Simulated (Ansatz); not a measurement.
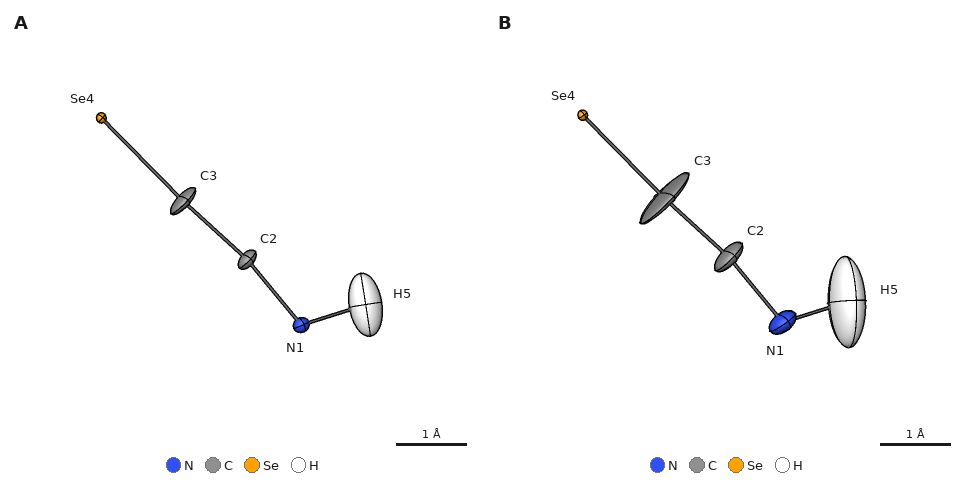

Displacement ellipsoids at the 50 % level, scaled by 2, from the internal vibrations of the free molecule (harmonic, no overall translation or rotation; no half-axis is drawn under 0.075 Å). Vibrations computed with RKS PBE0-D4/def2-TZVP (Ansatz 0.2.0). One panel is for 100 K, the other for 600 K.

**Which panel is for 600 K?**

B.

**How much does the mean-square displacement of C3 grow, and why?**

U_eq goes from 0.0044 to 0.0155 Å², a factor of 3.5. Modes below kT (417 cm⁻¹ at 600 K) grow about in proportion to T, and the lowest lies at 185 cm⁻¹; the mean-square amplitude of a mode is its zero-point value times coth(ħω/2kT), which comes close to 1 only above about 3kT.
